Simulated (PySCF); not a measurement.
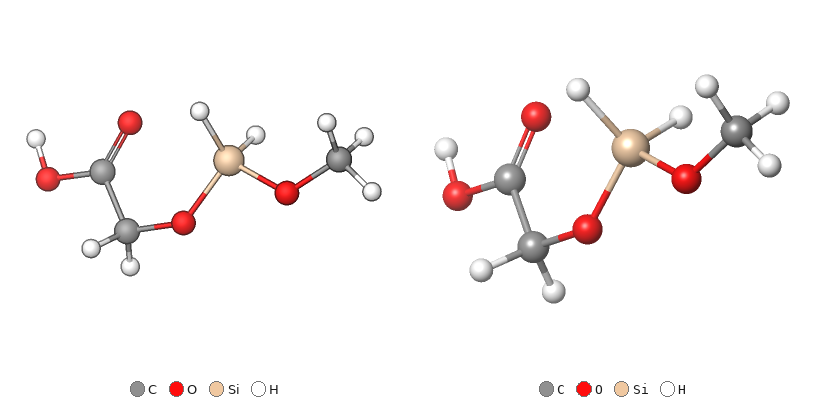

Both panels show the same species.

The geometry was computed by an optimisation with PBE0-D3(BJ)/def2-SVP. No frequency run is at hand to confirm it as a minimum.

Which formula does it have?

C3H8O4Si, 16 atoms: 3 carbon, 8 hydrogen, 4 oxygen and 1 silicon.

Does it have rings?

It has no ring.

Write the SMILES.

CO[SiH2]OCC(=O)O

Count the bonded pairs by element.

5 C–H, 4 C–O, 2 O–Si, 2 Si–H, 1 C–C, 1 O–H.

Name some functional groups or characteristic bonds that it holds.

Among them: carboxylic acid, Si–H bond, Si–O bond.

More results for the same structure follow; atom numbers are the same in all pictures, views and colours differ.

### Shape

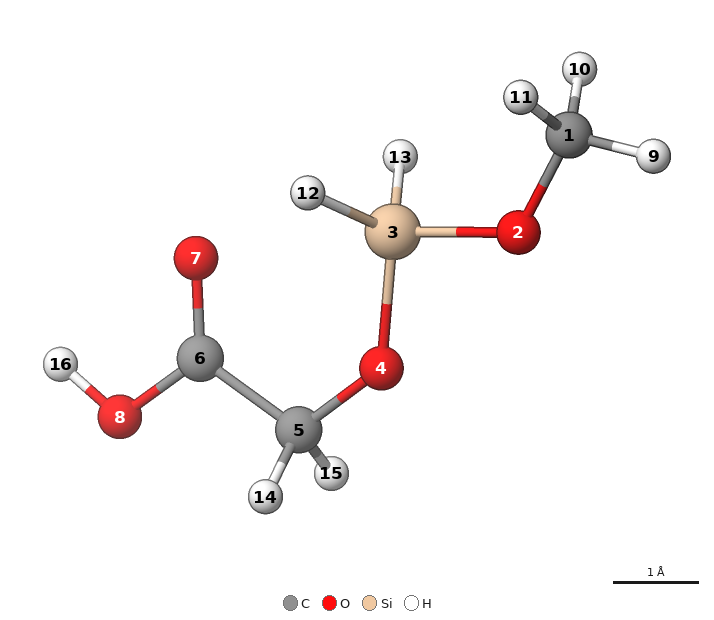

No frequency run is at hand to confirm it as a minimum.

What are the angles O2–C1–H9, O2–C1–H10, O2–Si3–O4, O2–Si3–H13, Si3–O4–C5, O4–Si3–H12, O4–Si3–H13, O4–C5–C6, O4–C5–H15, C5–C6–O8, C6–C5–H15, O7–C6–O8?

| angle | degrees |
| --- | --- |
| O2–C1–H9 | 109.0 |
| O2–C1–H10 | 112.5 |
| O2–Si3–O4 | 99.8 |
| O2–Si3–H13 | 107.8 |
| Si3–O4–C5 | 132.7 |
| O4–Si3–H12 | 113.4 |
| O4–Si3–H13 | 113.8 |
| O4–C5–C6 | 112.7 |
| O4–C5–H15 | 111.4 |
| C5–C6–O8 | 113.3 |
| C6–C5–H15 | 107.5 |
| O7–C6–O8 | 123.9 |

### Excitation

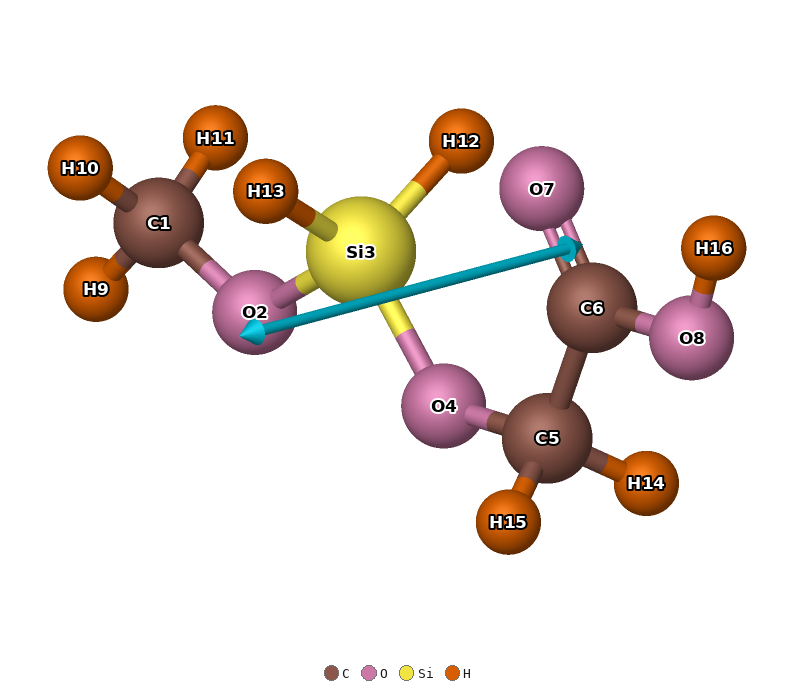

The double arrow shows the direction of the transition dipole to excited singlet state 4 (its length means nothing). No frequency run is at hand to confirm it as a minimum. Method: TDDFT ωB97X-D/def2-SVPD, vertical, gas phase, core orbitals frozen in the response (PySCF 2.14.0).

Where does the transition lie, and how strong is it?

7.62 eV (163 nm), oscillator strength 0.043, mainly HOMO → LUMO+2 (weight 0.66); transition dipole 1.22 D.

### NMR shielding

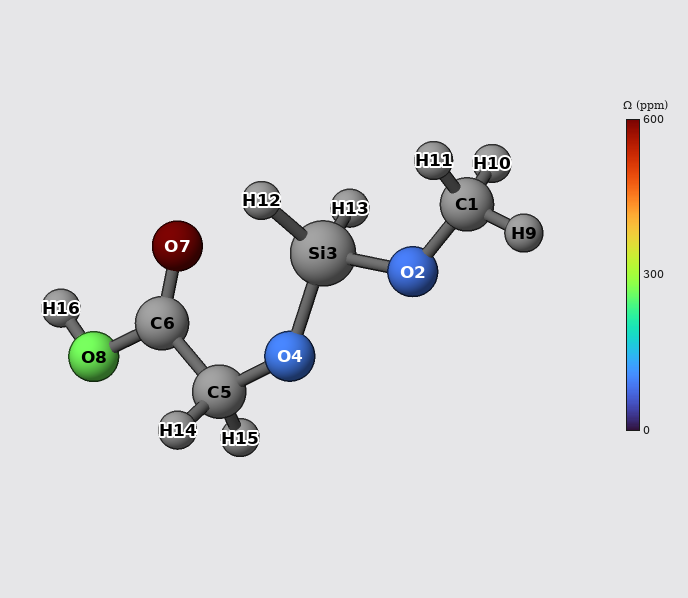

The O atoms are coloured by the span of their shielding tensor. No frequency run is at hand to confirm it as a minimum. Properties computed with GIAO PBE0/pcSseg-1 NMR shielding, non-relativistic, IEF-PCM chloroform (PySCF 2.14.0). Principal shieldings σ11 ≤ σ22 ≤ σ33, span Ω = σ33 − σ11, skew κ = 3(σiso − σ22)/Ω.

Which O atom has the most anisotropic shielding?

O7, with a span of 599 ppm.

Give the shielding tensors of the O atoms.

| atom | σ11 | σ22 | σ33 | σiso | Ω | κ |
| --- | --- | --- | --- | --- | --- | --- |
| O2 | 269.2 | 319.9 | 358.8 | 316.0 | 89.6 | −0.13 |
| O4 | 282.1 | 312.3 | 379.6 | 324.7 | 97.5 | 0.38 |
| O7 | −317.3 | −165.5 | 281.4 | −67.1 | 598.7 | 0.49 |
| O8 | −21.9 | 195.0 | 246.8 | 140.0 | 268.8 | −0.61 |

Shieldings and span in ppm.

### Polarisability

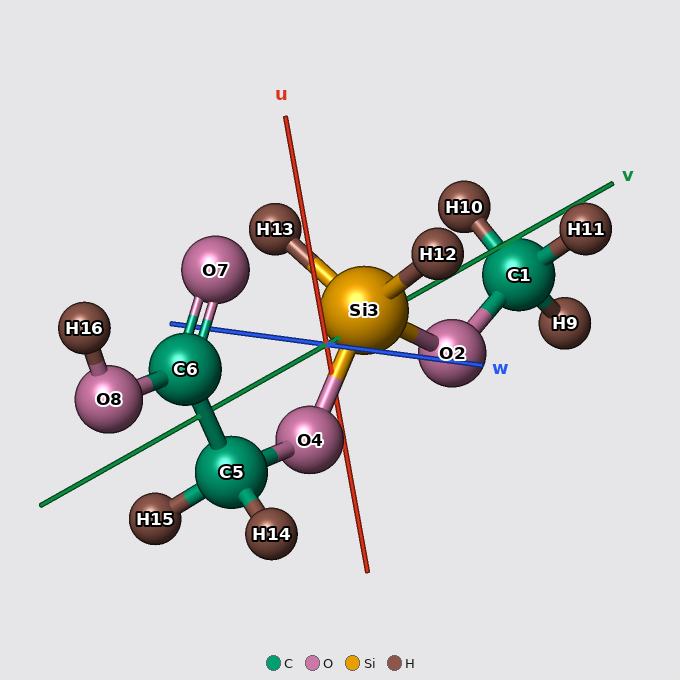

The lines u, v and w are the principal axes of the static dipole polarisability. No frequency run is at hand to confirm it as a minimum. Method: ωB97X-D/def2-SVPD in benzene (IEF-PCM) (PySCF 2.14.0).

Along which axis is the molecule most polarisable, and along which least?

Most along v (nearly parallel to the O4–C5 bond), least along w.

Give the three principal values.

u 81.5, v 105.0, w 70.5 bohr³; mean 85.7, anisotropy 30.5 bohr³.
